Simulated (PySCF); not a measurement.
# GeHOH: structure of the singlet

Where does singlet GeHOH go from a linear start, is the end point a minimum, and what are its modes, charges and moments?

Computed with PySCF 2.14.0. Level: PBE0, basis Ge def2-TZVP, H def2-TZVP, O def2-TZVP, no relativity, density fitting.

## (1) Where the work starts

4 atoms, charge 0, spin multiplicity 1.

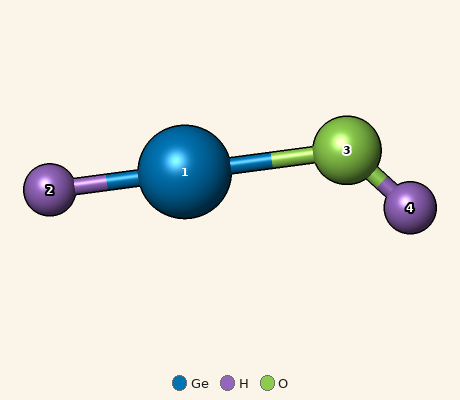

The starting geometry (germanium blue, hydrogen purple, oxygen green); atoms are numbered from 1 in the order of the file.

```xyz
4
charge 0 multiplicity 1
Ge    0.0000    0.0000    0.0000
H     0.0000    0.0000    1.5300
O     0.0000    0.0000   -1.8400
H     0.7354    0.0000   -2.4571
```

## (2) The SCF at the typed geometry

One driver script runs all steps and calls PySCF; scf.py shows how it sets up the SCF of each step. The optimiser is the driver's own. After this first run the driver tries any further starts and a stability analysis.

The input, scf.py:

```python
from pyscf import gto, scf, dft
mol = gto.M(atom='''
Ge     0.000000     0.000000     0.000000
H      0.000000     0.000000     1.530000
O      0.000000     0.000000    -1.840000
H      0.735400     0.000000    -2.457100''',
    basis={'Ge': 'def2-TZVP', 'H': 'def2-TZVP', 'O': 'def2-TZVP'},
    charge=0, spin=0)
mf = dft.RKS(mol, xc='PBE0')
mf.grids.atom_grid = (50, 194)
aux = {'Ge': 'def2-universal-JKFIT', 'H': 'def2-universal-JKFIT', 'O': 'def2-universal-JKFIT'}
mf = mf.density_fit(auxbasis=aux)
mf.conv_tol = 1e-08
mf.diis_space = 10
mf.max_cycle = 60
mf.init_guess = 'minao'
mf.verbose = 4
mf.kernel()
```

The run is started by

```bash
$ OMP_NUM_THREADS=2 python axn.py task.json out
```

What it wrote:

```text
init E= -2152.4073106206
  HOMO = -0.162574664230753  LUMO = -0.112790965378869  gap/eV = 1.35468
cycle= 1 E= -2152.77447237936  delta_E= -0.367  |g|= 1.07  |ddm|=  2.5
  HOMO = -0.132219681430229  LUMO = -0.0453375244623291  gap/eV = 2.36418
cycle= 2 E= -2149.92854661046  delta_E= 2.85  |g|= 3.17  |ddm|=  2.8
  HOMO = -0.149645314376521  LUMO = -0.0980317262423172  gap/eV = 1.40448
cycle= 3 E= -2152.90237770973  delta_E= -2.97  |g|= 0.481  |ddm|= 2.58
  HOMO = -0.163977115001202  LUMO = -0.108133042361227  gap/eV = 1.51959
cycle= 4 E= -2152.95941443401  delta_E= -0.057  |g|= 0.201  |ddm|=  0.8
  HOMO = -0.171480641798524  LUMO = -0.114514613838614  gap/eV = 1.55012
cycle= 5 E= -2152.96399692935  delta_E= -0.00458  |g|= 0.0594  |ddm|= 0.197
  HOMO = -0.166054870678217  LUMO = -0.107824177479309  gap/eV = 1.58454
cycle= 6 E= -2152.96495962701  delta_E= -0.000963  |g|= 0.0265  |ddm|= 0.091
  HOMO = -0.166695176814414  LUMO = -0.10764974638844  gap/eV = 1.60671
cycle= 7 E= -2152.96512197052  delta_E= -0.000162  |g|= 0.0083  |ddm|= 0.0184
  HOMO = -0.166893407621551  LUMO = -0.107590188530101  gap/eV = 1.61372
cycle= 8 E= -2152.96514662453  delta_E= -2.47e-05  |g|= 0.00423  |ddm|= 0.0255
  HOMO = -0.166798510772828  LUMO = -0.107527374419131  gap/eV = 1.61285
cycle= 9 E= -2152.96515252445  delta_E= -5.9e-06  |g|= 0.00194  |ddm|= 0.00609
  HOMO = -0.166787312787278  LUMO = -0.107524085472137  gap/eV = 1.61263
cycle= 10 E= -2152.96515503826  delta_E= -2.51e-06  |g|= 0.000562  |ddm|= 0.0099
  HOMO = -0.166792160277069  LUMO = -0.107528085170263  gap/eV = 1.61266
cycle= 11 E= -2152.9651552048  delta_E= -1.67e-07  |g|= 6.5e-05  |ddm|= 0.00275
  HOMO = -0.166791407158875  LUMO = -0.107530148321163  gap/eV = 1.61258
cycle= 12 E= -2152.96515520595  delta_E= -1.15e-09  |g|= 1.88e-05  |ddm|= 0.000147
  HOMO = -0.16679073741696  LUMO = -0.107528093518741  gap/eV = 1.61262
Extra cycle  E= -2152.96515520565  delta_E= 2.96e-10  |g|= 4.41e-05  |ddm|= 6.48e-05
converged SCF energy = -2152.96515520565
```

This step, with its further starts and checks, ran for 5.6 s (2 threads of Arm Neoverse V2, shared host).

The starts that the driver tried:

| start | energy (Eh) |
| --- | --- |
| the minimal-basis guess | -2152.965155 |
| a thermally smeared density | -2152.965155 |
| a smeared PBE density | -2152.965155 |

No lower closed-shell solution turned up from the other starts or in the test of internal stability.

## (3) Relaxing the singlet from the linear start

The program finds Cs symmetry in the start, which this walk keeps.

scf.py: that of step 2 with these lines changed.

```diff
@@ -3,4 +3,4 @@
-Ge     0.000000     0.000000     0.000000
-H      0.000000     0.000000     1.530000
-O      0.000000     0.000000    -1.840000
-H      0.735400     0.000000    -2.457100''',
+Ge    -0.008062     0.000000     0.330299
+H     -0.008062     0.000000     1.860299
+O     -0.008062     0.000000    -1.509701
+H      0.727338     0.000000    -2.126801''',
@@ -16 +15,0 @@
-mf.init_guess = 'minao'
```

Steps of the walk:

| step | energy (Eh) | change (kJ/mol) | largest symmetric gradient (Eh/bohr) |
| --- | --- | --- | --- |
| 0 | -2152.965155 | 0.00 | 0.07213 |
| 1 | -2153.019240 | -142.00 | 0.07079 |
| 2 | -2153.049624 | -221.77 | 0.03861 |
| 3 | -2153.057474 | -242.38 | 0.03502 |
| 4 | -2153.069437 | -273.79 | 0.03779 |
| 5 | -2153.075118 | -288.71 | 0.03915 |
| 6 | -2153.093557 | -337.12 | 0.02823 |
| 7 | -2153.106969 | -372.33 | 0.01308 |
| 8 | -2153.108346 | -375.95 | 0.02630 |
| 9 | -2153.109190 | -378.16 | 0.01079 |
| 10 | -2153.110599 | -381.86 | 0.00563 |
| 11 | -2153.110925 | -382.72 | 0.00733 |
| 12 | -2153.110957 | -382.80 | 0.00373 |
| 13 | -2153.110982 | -382.87 | 0.00045 |
| 14 | -2153.110982 | -382.87 | 0.00012 |

The walk took 14 s.

Geometry (Å) and forces (eV/Å) at some steps:

```
step 0
Ge  -0.008   0.000   0.330  -3.448   0.000  -2.043
H   -0.008   0.000   1.860   1.727   0.000   3.709
O   -0.008   0.000  -1.510   1.341   0.000  -0.633
H    0.727   0.000  -2.127   0.380   0.000  -1.033
step 1
Ge  -0.219   0.000   0.317  -3.640   0.000  -1.348
H    0.109   0.000   1.964   2.069   0.000   0.371
O    0.031   0.000  -1.560   1.264   0.000   1.104
H    0.782   0.000  -2.166   0.308   0.000  -0.127
step 7
Ge  -0.786   0.000   0.242   0.205   0.000  -0.013
H    0.489   0.000   1.254   0.043   0.000  -0.209
O    0.033   0.000  -1.339   0.170   0.000  -0.450
H    0.967   0.000  -1.603  -0.417   0.000   0.672
step 14
Ge  -0.803   0.000   0.218   0.001   0.000  -0.001
H    0.568   0.000   1.078  -0.002   0.000  -0.001
O   -0.011   0.000  -1.385   0.006   0.000   0.000
H    0.949   0.000  -1.357  -0.006   0.000   0.002
```

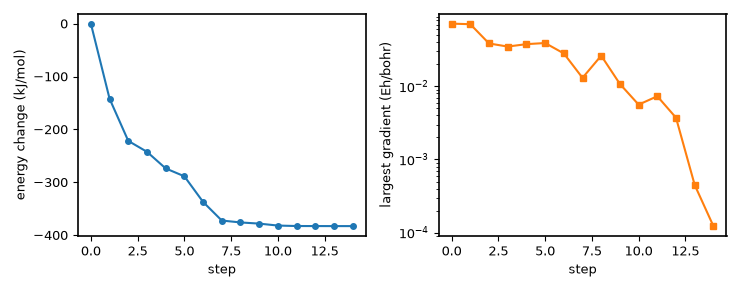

How energy and gradient fall.

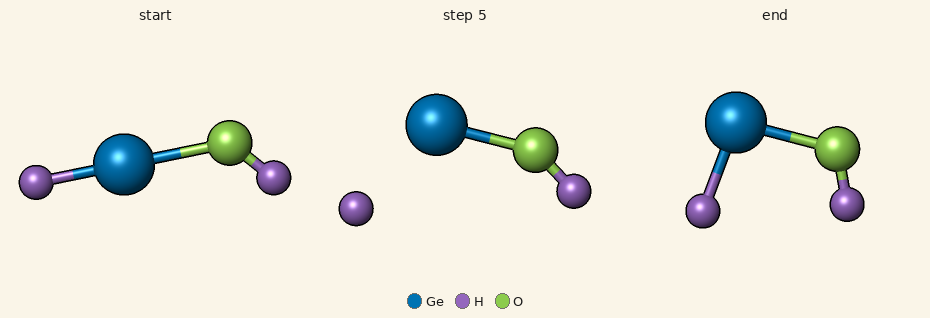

Start and end of the relaxation, with a step between.

After 14 steps and 382.9 kJ/mol it ends at Cs: Ge–H 1.618 Å, Ge–O 1.787 Å, O–H 0.960 Å; Ge–O–H 114.6°, H–Ge–O 95.8°.

## (4) Frequencies

The point is checked on the finer grid, and tightened if its gradient asks for it. The Hessian and the dipole derivatives come from central differences of analytic gradients, with steps of 0.02 bohr.

scf.py: that of step 3 with these lines changed.

```diff
@@ -3,4 +3,4 @@
-Ge    -0.008062     0.000000     0.330299
-H     -0.008062     0.000000     1.860299
-O     -0.008062     0.000000    -1.509701
-H      0.727338     0.000000    -2.126801''',
+Ge    -0.172135     0.000000     0.286617
+H      1.198593     0.000000     1.146043
+O      0.619735     0.000000    -1.315384
+H      1.579643     0.000000    -1.287150''',
@@ -10 +10 @@
-mf.grids.atom_grid = (50, 194)
+mf.grids.atom_grid = (75, 302)
@@ -13 +13 @@
-mf.conv_tol = 1e-08
+mf.conv_tol = 1e-10
```

The driver hands on the density of the step before, so the log starts near convergence.

SCF at the final geometry:

```text
init E= -2153.11091466425
  HOMO = -0.255311641823639  LUMO = -0.0829423368790216  gap/eV = 4.69041
cycle= 1 E= -2153.11091466427  delta_E= -1.68e-11  |g|= 3.33e-06  |ddm|= 2.47e-06
  HOMO = -0.255311511859283  LUMO = -0.0829422275007445  gap/eV = 4.69041
Extra cycle  E= -2153.11091466426  delta_E= 8.19e-12  |g|= 3.86e-06  |ddm|= 2.67e-06
converged SCF energy = -2153.11091466426
```

The whole step took 28 s.

Geometry: Cs; Ge–H 1.618 Å, Ge–O 1.787 Å, O–H 0.960 Å; Ge–O–H 114.6°, H–Ge–O 95.8°.

Modes, for the most abundant isotopes:

| symmetry | ω (cm⁻¹) | IR (km/mol) |
| --- | --- | --- |
| a'' | 605 | 133 |
| a' | 687 | 171 |
| a' | 721 | 18.5 |
| a' | 910 | 34.6 |
| a' | 1829 | 467 |
| a' | 3888 | 71.6 |

No imaginary mode, so this is a minimum.

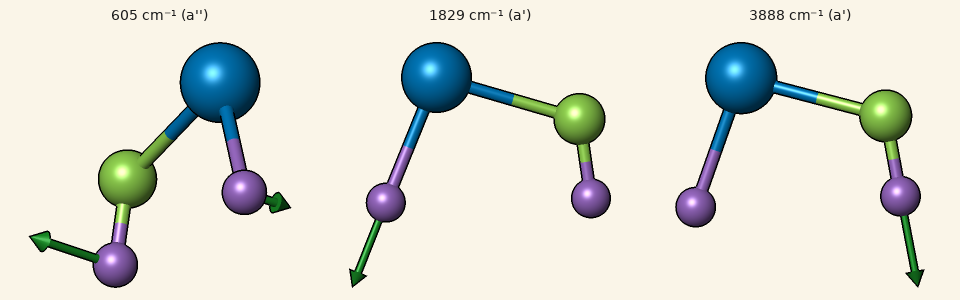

How the atoms move in 3 of the modes.

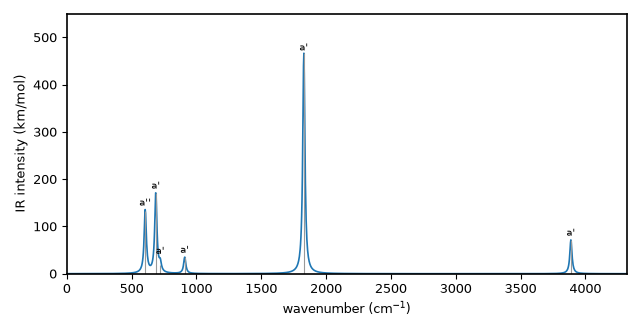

The harmonic infrared spectrum (widths in cm⁻¹). Lines are broadened to a width of 20 cm⁻¹ (Lorentzian).

Properties at this point:

* Dipole moment: 1.22 D
* Highest occupied level: -6.95 eV
* Lowest empty level: -2.26 eV
* Rotational constants: 5.116, 0.3685, 0.3438 cm⁻¹
* Zero-point energy: 51.7 kJ/mol
* Principal polarisabilities: 28.1, 37.4, 40.9 bohr³
* Atomisation energy without zero-point energy: 1142 kJ/mol
* Principal traceless quadrupole moments about the centre of mass: -5.55, 2.76, 2.79 D Å
* Entropy at 298.15 K and 1 bar: 255.7 J/(mol K)
* Heat capacity Cp at 298.15 K: 46.5 J/(mol K)
* Enthalpy at 298.15 K above 0 K: 11.05 kJ/mol
* Rotational symmetry number: 1

Charges (e) and bond orders:

| atom | Mulliken | Löwdin | polar tensor | Mayer order to Ge1 |
| --- | --- | --- | --- | --- |
| Ge1 | 0.29 | 0.24 | 0.79 | – |
| H2 | -0.07 | -0.12 | -0.30 | 0.94 |
| O3 | -0.54 | -0.27 | -0.76 | 1.12 |
| H4 | 0.33 | 0.15 | 0.27 | 0.03 |

Mulliken populations on Ge1: s 7.86, p 13.65, d 10.17, f 0.04.

## (5) Stability of the closed shell

At the lowest minimum the closed shell is tested against spin polarisation, on the (50, 194) grid. It is stable.

## (6) Summary of results

| quantity | value |
| --- | --- |
| minimum | singlet, Cs |
| geometry | Ge–H 1.618 Å, Ge–O 1.787 Å, O–H 0.960 Å; Ge–O–H 114.6°, H–Ge–O 95.8° |
| wavenumbers (cm⁻¹) | 605 (a''), 687 (a'), 721 (a'), 910 (a'), 1829 (a'), 3888 (a') |
| dipole moment | 1.22 D |
| highest occupied, lowest empty level | -6.95, -2.26 eV |
| polar-tensor charge of Ge1 | +0.79 e |
| zero-point energy | 51.7 kJ/mol |
| entropy at 298.15 K | 255.7 J/(mol K) |
| atomisation energy (no zero-point energy) | 1142 kJ/mol |

What this shows: The molecule stays Cs, as typed, and the end point is a minimum. In the infrared the band at 1829 cm⁻¹ (a') leads. Only this shape and spin were tried, so other structures or states may lie lower.

The search up to here ran for 50 s (2 threads of Arm Neoverse V2, shared host).
